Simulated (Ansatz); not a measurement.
# Al2HO (quartet): one geometry, many settings at a displaced geometry (v1)

Aim: run Al2HO (quartet) at one geometry under a spread of methods and options, and see what each costs and gives.

Program: Ansatz 0.2.0, Gaussian basis. Level of theory: the settings change from run to run. These are calculated values, not measurements.

17 further runs of the same task are left out: 5 that didn't finish, 12 set aside as unsound or not needed.

### Step 1. The system

The geometry is a PBE0/def2-TZVP stationary point (not a proven minimum) with its atoms shifted at random (size 0.040 Å).

4 atoms, charge 0, spin multiplicity 4.

Atoms are counted from 1 here; the program's logs count them from 0.

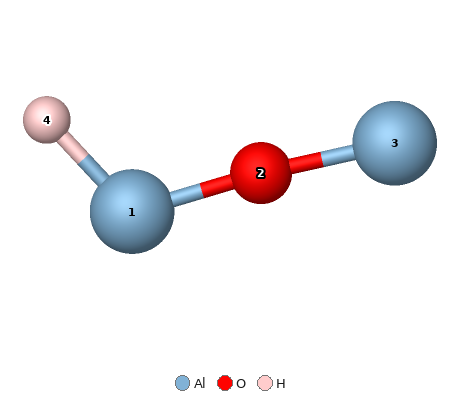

The structure; aluminium light blue, oxygen red, hydrogen pink; atoms are numbered from 1 in the order of the file.

Coordinates:

```xyz
4
Al2HO
Al   -0.01694   -0.12390    1.67218
O    -0.01777    0.02619   -0.02202
Al    0.03019    0.06254   -1.75228
H    -0.07259    1.22685    2.49382
```

### Step 2. CCSD(T) on ROHF/cc-pVDZ

Input file in.yaml:

```yaml
crystal:
  periodic: [false, false, false]
  atoms:
    - {symbol: Al, position_ang: [-0.016940, -0.123901, 1.672180]}
    - {symbol: O, position_ang: [-0.017773, 0.026186, -0.022024]}
    - {symbol: Al, position_ang: [0.030191, 0.062542, -1.752281]}
    - {symbol: H, position_ang: [-0.072586, 1.226851, 2.493815]}
basis:
  gaussian: {orbitals: cc-pVDZ}
magnetization: {spin_polarized: false, initial_magnetization: 3}
correlation: {method: ccsd_t, electrons: valence, diis_vectors: 1}
scf: {lower_state_search: off}
```

Command:

```console
ansatz run in.yaml --threads 1 --pin off --events-out ev --progress --plain --max-ram 2393MiB
```

Output (excerpt; [...] marks lines left out):

```text
Functional definition: HF
  name "HF"
  cite "Fock, Z. Phys. 61, 126 (1930) doi:10.1007/BF01340294"
  parent pbe
[...]
533 factors; integrals over basis functions are off by at most 1.0e-3 eV
[...]
mean field -15218.29433313 eV, -559.2620014120 hartree, gradient 1.2e-6 eV, S^2 3.750000; 0 other end points of the search recorded, 0 dependent functions left out
11 core orbitals not correlated: weight in the atoms' cores, before any rotation towards them, 1.000 or more for the frozen orbitals, at most 0.000 for the correlated occupied ones
reference -15218.29433313 eV, -559.2620014120 hartree; 8, 5 occupied and 36, 39 virtual orbitals, 533 factors
second order -6.89862168 eV of doubles, -0.02505868 eV of singles
cycle   1  -6.95597495 eV  change   -3.2e-2 eV  update   9.9e-2
[...]
cycle  41  -7.33564973 eV  change    3.5e-6 eV  update   1.6e-5
perturbative correction -0.20605976 eV, -0.0075725565 hartree
Total energy: -15225.83604262 eV, -559.5391541239 hartree
Checks for a lower state left out: stability, starts, cluster_reference, orbital_swaps, neighbouring_geometries, increment
```

Run time: 2.6 s. Hardware: 1 thread of Arm Neoverse V2, shared host.

From the report: correlation -7.5417 eV; T1 0.029; largest double amplitude 0.03.

### Step 3. HF/STO-3G

Edit in.yaml of step 2 so:

```diff
@@ -8,5 +8,6 @@
 basis:
-  gaussian: {orbitals: cc-pVDZ}
+  gaussian: {orbitals: STO-3G}
 magnetization: {spin_polarized: false, initial_magnetization: 3}
-correlation: {method: ccsd_t, electrons: valence, diis_vectors: 1}
-scf: {lower_state_search: off}
+hamiltonian: {xc: hf}
+scf: {lower_state_search: light}
+output: {forces: true, orbitals: {seedname: orbitals}}
```

The command is unchanged.

Output (excerpt; [...] marks lines left out):

```text
Functional definition: HF
  name "HF"
  cite "Fock, Z. Phys. 61, 126 (1930) doi:10.1007/BF01340294"
  parent pbe
[...]
273 factors; integrals over basis functions are off by at most 2.9e-5 eV
[...]
mean field -15027.53440677 eV, -552.2517034200 hartree, gradient 5.3e-6 eV, S^2 3.750000; 3 other end points of the search recorded, 0 dependent functions left out
[...]
reference -15027.53440677 eV, -552.2517034200 hartree; 19, 16 occupied and 5, 8 virtual orbitals, 273 factors
Total energy: -15027.53440677 eV, -552.2517034200 hartree
Atom 0 at    -0.016940    -0.123901     1.672180 Å, force    -0.023797     1.094738    -2.117633 eV/Å
Atom 1 at    -0.017773     0.026186    -0.022024 Å, force     0.025283     0.174474     0.905609 eV/Å
Atom 2 at     0.030191     0.062542    -1.752281 Å, force    -0.048981    -0.113494     2.258492 eV/Å
Atom 3 at    -0.072586     1.226851     2.493815 Å, force     0.047495    -1.155718    -1.046468 eV/Å
Dipole moment:     0.028817    -0.329004    -0.441959 e Å
```

Wall time 0.36 s (1 thread of Arm Neoverse V2, shared host).

### Step 4. BCCD/cc-pVDZ

Edit in.yaml of step 3 so:

```diff
@@ -8,6 +8,6 @@
 basis:
-  gaussian: {orbitals: STO-3G}
-magnetization: {spin_polarized: false, initial_magnetization: 3}
-hamiltonian: {xc: hf}
+  gaussian: {orbitals: cc-pVDZ}
+magnetization: {spin_polarized: true, initial_magnetization: 3}
+hamiltonian: {xc: {name: r2SCAN}}
+correlation: {method: bccd, electrons: outside_noble_gas}
 scf: {lower_state_search: light}
-output: {forces: true, orbitals: {seedname: orbitals}}
```

Launched as before.

Output (excerpt; [...] marks lines left out):

```text
Functional definition: r2SCAN
  name "r2SCAN"
  cite "Furness, Kaplan, Ning, Perdew & Sun, J. Phys. Chem. Lett. 11, 8208 (2020) doi:10.1021/acs.jpclett.0c02405"
  cite "Furness, Kaplan, Ning, Perdew & Sun, J. Phys. Chem. Lett. 11, 9248 (2020) doi:10.1021/acs.jpclett.0c03077"
  parent r2scan
[...]
533 factors; integrals over basis functions are off by at most 1.0e-3 eV
[...]
mean field -15252.76440324 eV, -560.5287531240 hartree, gradient 8.8e-6 eV, S^2 3.757149; 4 other end points of the search recorded, 0 dependent functions left out
11 core orbitals not correlated: weight in the atoms' cores, before any rotation towards them, 1.000 or more for the frozen orbitals, at most 0.000 for the correlated occupied ones
reference -15217.69913699 eV, -559.2401283575 hartree; 8, 5 occupied and 36, 39 virtual orbitals, 533 factors
second order -7.52798370 eV of doubles, -0.36465541 eV of singles
cycle   1  -7.41013672 eV  change    4.8e-1 eV  update   1.2e-1
[...]
cycle  18  -7.82699448 eV  change    3.7e-6 eV  update   1.4e-5
Total energy: -15225.52613147 eV, -559.5277650994 hartree
```

Wall time 12 s (1 thread of Arm Neoverse V2, shared host).

From the report: ⟨S²⟩ of the determinant 3.757 (pure quartet: 3.75); correlation -7.8270 eV; largest double amplitude 0.03.

### Step 5. BCCD(T) on ROHF/cc-pVDZ

Input file in.yaml:

```yaml
crystal:
  periodic: [false, false, false]
  atoms:
    - {symbol: Al, position_ang: [-0.016940, -0.123901, 1.672180]}
    - {symbol: O, position_ang: [-0.017773, 0.026186, -0.022024]}
    - {symbol: Al, position_ang: [0.030191, 0.062542, -1.752281]}
    - {symbol: H, position_ang: [-0.072586, 1.226851, 2.493815]}
basis:
  gaussian: {orbitals: cc-pVDZ, fitting: {mean_field: def2-universal-jkfit}}
magnetization: {spin_polarized: false, initial_magnetization: 3}
correlation: {method: bccd_t, electrons: outside_noble_gas}
output: {forces: true}
```

The command is unchanged.

Output (excerpt; [...] marks lines left out):

```text
Functional definition: HF
  name "HF"
  cite "Fock, Z. Phys. 61, 126 (1930) doi:10.1007/BF01340294"
  parent pbe
[...]
351 factors; integrals over basis functions are off by at most 3.9e-1 eV
[...]
mean field -15218.29351015 eV, -559.2619711682 hartree, gradient 1.7e-6 eV, S^2 3.750000; 15 other end points of the search recorded, 0 dependent functions left out
[...]
determinant -15218.29351015 eV, -559.2619711682 hartree, with singles and doubles -15225.62721485 eV, -559.5314798449 hartree
determinant -15218.25525151 eV, -559.2605651893 hartree, with singles and doubles -15225.56169123 eV, -559.5290718962 hartree
determinant -15215.61075296 eV, -559.1633816597 hartree, with singles and doubles -15223.38576394 eV, -559.4491080432 hartree
determinant -15215.37825263 eV, -559.1548374302 hartree, with singles and doubles -15223.00308349 eV, -559.4350447963 hartree
[...]
11 core orbitals not correlated: weight in the atoms' cores, before any rotation towards them, 1.000 or more for the frozen orbitals, at most 0.000 for the correlated occupied ones
reference -15218.29351015 eV, -559.2619711682 hartree; 8, 5 occupied and 36, 39 virtual orbitals, 351 factors
second order -6.89604520 eV of doubles, -0.02505632 eV of singles
cycle   1  -7.29437987 eV  change    4.1e-2 eV  update   1.8e-2
[...]
cycle  12  -7.30264332 eV  change  -8.1e-10 eV  update   1.7e-8
perturbative correction -0.24383342 eV, -0.0089607129 hartree
[...]
Total energy: -15225.83998689 eV, -559.5392990730 hartree
Atom 0 at    -0.016940    -0.123901     1.672180 Å, force     0.010291    -0.407024     0.718092 eV/Å
Atom 1 at    -0.017773     0.026186    -0.022024 Å, force     0.002608     0.095086    -0.734192 eV/Å
Atom 2 at     0.030191     0.062542    -1.752281 Å, force     0.001444    -0.012413    -0.203001 eV/Å
Atom 3 at    -0.072586     1.226851     2.493815 Å, force    -0.014343     0.324351     0.219102 eV/Å
Dipole moment:     0.011481    -0.073639    -0.150268 e Å
```

It took 21 s on 1 thread of Arm Neoverse V2, shared host.

From the report: correlation -7.5465 eV; largest double amplitude 0.03.

### Step 6. CCSD on UHF/cc-pVDZ

Input file in.yaml:

```yaml
crystal:
  periodic: [false, false, false]
  atoms:
    - {symbol: Al, position_ang: [-0.016940, -0.123901, 1.672180]}
    - {symbol: O, position_ang: [-0.017773, 0.026186, -0.022024]}
    - {symbol: Al, position_ang: [0.030191, 0.062542, -1.752281]}
    - {symbol: H, position_ang: [-0.072586, 1.226851, 2.493815]}
basis:
  gaussian: {orbitals: cc-pVDZ}
magnetization: {spin_polarized: true, initial_magnetization: 3}
correlation: {method: ccsd, electrons: outside_noble_gas}
accuracy: high
```

Same command.

Output (excerpt; [...] marks lines left out):

```text
Functional definition: HF
  name "HF"
  cite "Fock, Z. Phys. 61, 126 (1930) doi:10.1007/BF01340294"
  parent pbe
[...]
1123 factors; integrals over basis functions are off by at most 3.6e-9 eV
[...]
mean field -15218.34328973 eV, -559.2638005341 hartree, gradient 7.2e-8 eV, S^2 3.757718; 19 other end points of the search recorded, 0 dependent functions left out
determinant -15218.34328973 eV, -559.2638005341 hartree, with singles and doubles -15225.63007268 eV, -559.5315848682 hartree
determinant -15218.31053586 eV, -559.2625968516 hartree, with singles and doubles -15225.56543558 eV, -559.5292094988 hartree
determinant -15215.66058770 eV, -559.1652130527 hartree, with singles and doubles -15223.16757050 eV, -559.4410895823 hartree
determinant -15215.55934849 eV, -559.1614925805 hartree, with singles and doubles -15222.96358877 eV, -559.4335933920 hartree
[...]
determinant -15215.18895358 eV, -559.1478808185 hartree, with singles and doubles -15222.10609725 eV, -559.4020811598 hartree
determinant -15215.05764453 eV, -559.1430553001 hartree, with singles and doubles -15221.94937108 eV, -559.3963215793 hartree
determinant -15218.34328973 eV, -559.2638005341 hartree, with singles and doubles -15225.63172729 eV, -559.5316456740 hartree
determinant -15218.31053586 eV, -559.2625968516 hartree, with singles and doubles -15225.56679698 eV, -559.5292595291 hartree
11 core orbitals not correlated: weight in the atoms' cores, before any rotation towards them, 1.000 or more for the frozen orbitals, at most 0.000 for the correlated occupied ones
reference -15218.34328973 eV, -559.2638005341 hartree; 8, 5 occupied and 36, 39 virtual orbitals, 1123 factors
second order -6.89279441 eV of doubles, -0.00000000 eV of singles
cycle   1  -7.28843867 eV  change   -1.1e-6 eV  update   3.4e-6
[...]
cycle  18  -7.28843894 eV  change   8.6e-10 eV  update   1.5e-9
Total energy: -15225.63172867 eV, -559.5316457247 hartree
```

Wall time 26 s (1 thread of Arm Neoverse V2, shared host).

From the report: ⟨S²⟩ of the determinant 3.758 (pure quartet: 3.75); correlation -7.2884 eV; T1 0.025; largest double amplitude 0.03.

### Step 7. HF/cc-pVDZ

Edit in.yaml of step 6 so:

```diff
@@ -9,4 +9,4 @@
   gaussian: {orbitals: cc-pVDZ}
-magnetization: {spin_polarized: true, initial_magnetization: 3}
-correlation: {method: ccsd, electrons: outside_noble_gas}
-accuracy: high
+magnetization: {spin_polarized: false, initial_magnetization: 3}
+hamiltonian: {xc: hf}
+output: {orbitals: {seedname: orbitals}}
```

Same command.

Output (excerpt; [...] marks lines left out):

```text
Functional definition: HF
  name "HF"
  cite "Fock, Z. Phys. 61, 126 (1930) doi:10.1007/BF01340294"
  parent pbe
[...]
533 factors; integrals over basis functions are off by at most 1.0e-3 eV
[...]
mean field -15218.29433313 eV, -559.2620014120 hartree, gradient 5.8e-6 eV, S^2 3.750000; 5 other end points of the search recorded, 0 dependent functions left out
reference -15218.29433313 eV, -559.2620014120 hartree; 19, 16 occupied and 36, 39 virtual orbitals, 533 factors
Total energy: -15218.29433313 eV, -559.2620014120 hartree
```

Run time: 1.5 s. Hardware: 1 thread of Arm Neoverse V2, shared host.

### Step 8. MP2 on ROHF/cc-pVDZ

Edit in.yaml of step 7 so:

```diff
@@ -10,3 +10,2 @@
 magnetization: {spin_polarized: false, initial_magnetization: 3}
-hamiltonian: {xc: hf}
-output: {orbitals: {seedname: orbitals}}
+correlation: {method: mp2, electrons: valence}
```

Launched as before.

Output (excerpt; [...] marks lines left out):

```text
Functional definition: HF
  name "HF"
  cite "Fock, Z. Phys. 61, 126 (1930) doi:10.1007/BF01340294"
  parent pbe
[...]
533 factors; integrals over basis functions are off by at most 1.0e-3 eV
[...]
mean field -15218.29433313 eV, -559.2620014120 hartree, gradient 1.1e-7 eV, S^2 3.750000; 9 other end points of the search recorded, 0 dependent functions left out
[...]
11 core orbitals not correlated: weight in the atoms' cores, before any rotation towards them, 1.000 or more for the frozen orbitals, at most 0.000 for the correlated occupied ones
reference -15218.29433313 eV, -559.2620014120 hartree; 8, 5 occupied and 36, 39 virtual orbitals, 533 factors
second order -6.89862168 eV of doubles, -0.02505868 eV of singles
Total energy: -15225.21801349 eV, -559.5164419722 hartree
```

Wall time 4.6 s (1 thread of Arm Neoverse V2, shared host).

### Step 9. CCSD(T) on UHF/6-31G

Edit in.yaml of step 8 so:

```diff
@@ -8,4 +8,4 @@
 basis:
-  gaussian: {orbitals: cc-pVDZ}
-magnetization: {spin_polarized: false, initial_magnetization: 3}
-correlation: {method: mp2, electrons: valence}
+  gaussian: {orbitals: 6-31G, fitting: {mean_field: def2-universal-jkfit}}
+magnetization: {spin_polarized: true, initial_magnetization: 3}
+correlation: {method: ccsd_t, electrons: valence}
```

Same command.

Output (excerpt; [...] marks lines left out):

```text
Functional definition: HF
  name "HF"
  cite "Fock, Z. Phys. 61, 126 (1930) doi:10.1007/BF01340294"
  parent pbe
[...]
351 factors; integrals over basis functions are off by at most 9.6e-2 eV
[...]
mean field -15216.12357565 eV, -559.1822275461 hartree, gradient 2.0e-6 eV, S^2 3.757627; 12 other end points of the search recorded, 0 dependent functions left out
determinant -15216.12357565 eV, -559.1822275461 hartree, with singles and doubles -15220.80664128 eV, -559.3543270337 hartree
determinant -15216.07667168 eV, -559.1805038572 hartree, with singles and doubles -15220.70350123 eV, -559.3505367069 hartree
determinant -15213.67154333 eV, -559.0921170205 hartree, with singles and doubles -15218.07012624 eV, -559.2537619610 hartree
determinant -15213.61218388 eV, -559.0899356010 hartree, with singles and doubles -15217.82281440 eV, -559.2446734186 hartree
determinant -15212.93547698 eV, -559.0650670811 hartree, with singles and doubles -15216.99659645 eV, -559.2143104686 hartree
determinant -15216.12357565 eV, -559.1822275461 hartree, with singles and doubles -15220.80866180 eV, -559.3544012866 hartree
determinant -15216.07667168 eV, -559.1805038572 hartree, with singles and doubles -15220.70469674 eV, -559.3505806408 hartree
11 core orbitals not correlated: weight in the atoms' cores, before any rotation towards them, 1.000 or more for the frozen orbitals, at most 0.000 for the correlated occupied ones
reference -15216.12357565 eV, -559.1822275461 hartree; 8, 5 occupied and 18, 21 virtual orbitals, 351 factors
second order -4.43472120 eV of doubles, -0.00000000 eV of singles
cycle   1  -4.68508181 eV  change    4.3e-6 eV  update   4.0e-6
perturbative correction -0.11937691 eV, -0.0043870206 hartree
Total energy: -15220.92803437 eV, -559.3587881474 hartree
```

Wall time 4.6 s (1 thread of Arm Neoverse V2, shared host).

From the report: ⟨S²⟩ of the determinant 3.758 (pure quartet: 3.75); correlation -4.8045 eV; T1 0.030; largest double amplitude 0.04.

### Step 10. BCCD on UHF/cc-pVDZ

Edit in.yaml of step 9 so:

```diff
@@ -8,4 +8,4 @@
 basis:
-  gaussian: {orbitals: 6-31G, fitting: {mean_field: def2-universal-jkfit}}
+  gaussian: {orbitals: cc-pVDZ}
 magnetization: {spin_polarized: true, initial_magnetization: 3}
-correlation: {method: ccsd_t, electrons: valence}
+correlation: {method: bccd, electrons: outside_noble_gas}
```

The command is unchanged.

Output (excerpt; [...] marks lines left out):

```text
Functional definition: HF
  name "HF"
  cite "Fock, Z. Phys. 61, 126 (1930) doi:10.1007/BF01340294"
  parent pbe
[...]
533 factors; integrals over basis functions are off by at most 1.0e-3 eV
[...]
mean field -15218.34306926 eV, -559.2637924320 hartree, gradient 2.5e-8 eV, S^2 3.757718; 18 other end points of the search recorded, 0 dependent functions left out
determinant -15218.34306926 eV, -559.2637924320 hartree, with singles and doubles -15225.62985711 eV, -559.5315769463 hartree
determinant -15218.31031690 eV, -559.2625888048 hartree, with singles and doubles -15225.56522053 eV, -559.5292015958 hartree
determinant -15215.66034835 eV, -559.1652042567 hartree, with singles and doubles -15223.16734391 eV, -559.4410812552 hartree
determinant -15215.55910915 eV, -559.1614837848 hartree, with singles and doubles -15222.96328374 eV, -559.4335821823 hartree
[...]
determinant -15215.18873906 eV, -559.1478729353 hartree, with singles and doubles -15222.10586663 eV, -559.4020726846 hartree
determinant -15215.05742712 eV, -559.1430473102 hartree, with singles and doubles -15221.94913523 eV, -559.3963129120 hartree
determinant -15218.34306926 eV, -559.2637924320 hartree, with singles and doubles -15225.63151140 eV, -559.5316377402 hartree
determinant -15218.31031690 eV, -559.2625888048 hartree, with singles and doubles -15225.56658206 eV, -559.5292516310 hartree
11 core orbitals not correlated: weight in the atoms' cores, before any rotation towards them, 1.000 or more for the frozen orbitals, at most 0.000 for the correlated occupied ones
reference -15218.34306926 eV, -559.2637924320 hartree; 8, 5 occupied and 36, 39 virtual orbitals, 533 factors
second order -6.89277501 eV of doubles, -0.00000000 eV of singles
cycle   1  -7.24685224 eV  change    4.2e-2 eV  update   1.7e-2
[...]
cycle   9  -7.25483997 eV  change   -2.8e-6 eV  update   9.0e-6
Total energy: -15225.59790923 eV, -559.5304028833 hartree
```

Run time: 16 s. Hardware: 1 thread of Arm Neoverse V2, shared host.

From the report: ⟨S²⟩ of the determinant 3.758 (pure quartet: 3.75); correlation -7.2548 eV; largest double amplitude 0.03.

### Step 11. The runs in one table

Where basis and cores are those of an earlier UCCSDT(Q)/cc-pVDZ run (-15225.8853 eV), and the state is the same kind, the miss against it is given.

```
                            level         correlated  functions  energy (eV)  from UCCSDT(Q) (meV)    time
          CCSD(T) on ROHF/cc-pVDZ            valence         55  -15225.8360                  49.2   2.6 s
                        HF/STO-3G                            24  -15027.5344                        0.36 s
BCCD/cc-pVDZ (on r2SCAN orbitals)  outside noble gas         55  -15225.5261                 359.1    12 s
          BCCD(T) on ROHF/cc-pVDZ  outside noble gas         55  -15225.8400                  45.3    21 s
              CCSD on UHF/cc-pVDZ  outside noble gas         55  -15225.6317                 253.5    26 s
                       HF/cc-pVDZ                            55  -15218.2943                7590.9   1.5 s
              MP2 on ROHF/cc-pVDZ            valence         55  -15225.2180                 667.3   4.6 s
             CCSD(T) on UHF/6-31G            valence         37  -15220.9280                         4.6 s
              BCCD on UHF/cc-pVDZ  outside noble gas         55  -15225.5979                 287.4    16 s
```

### Step 12. Outcome

```
quantity                      value
    runs                          9
quickest          HF/STO-3G, 0.36 s
 slowest  CCSD on UHF/cc-pVDZ, 26 s
```

**Reading.** Total energies in different bases, with other cores or another treatment of relativity can't be set against each other. CCSD on UHF/cc-pVDZ took 72 times as long as HF/STO-3G; the jobs differ in more than the method. Among the correlated runs with a miss given, it spans +45 to +667 meV. Hartree-Fock, CASSCF and CASCI lack dynamic correlation by design. Cores frozen from Kohn-Sham orbitals shift the total energy.
